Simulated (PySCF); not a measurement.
```xyz
14

C     3.0431    0.1606    0.3998
S     1.4375    1.0225    0.2683
B     0.2870   -0.3688    0.3805
N    -1.0559   -0.1299    0.3016
C    -2.1040    0.8186    0.1619
C    -2.3839   -0.6319    0.3201
H     3.1737   -0.4955   -0.4555
H     3.0771   -0.4083    1.3237
H     3.8133    0.9247    0.4042
H     0.6951   -1.4563    0.5215
H    -2.2810    1.4871    0.9965
H    -2.2278    1.2785   -0.8117
H    -2.7640   -0.9975    1.2675
H    -2.7107   -1.2045   -0.5406
```

Geometry: GFN2-xTB.

The calculation used PBE0/pcSseg-1, SCF density, gas phase, non-relativistic (PySCF).

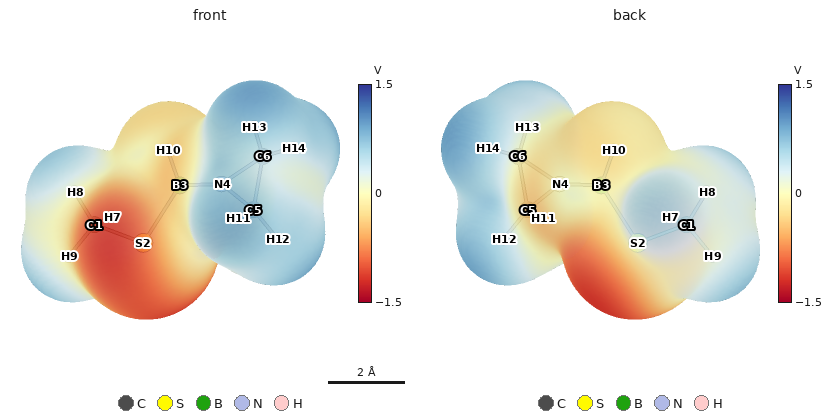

C₃H₈BNS. The molecular electrostatic potential painted on the density surface at 0.002 e/bohr³, seen from the front and from behind; red is negative and blue positive.

> Which sites attract a positive test charge, and which a negative one?

A positive charge is drawn to the negative regions and a negative charge to the positive ones. The most negative region (about −1.2 V, or −28 kcal/mol for a unit charge) lies over S2, the most positive (about +0.9 V, or +21 kcal/mol for a unit charge) over H13 and H14.

> What dipole moment does the calculation give?

Its dipole moment is 1.64 D.
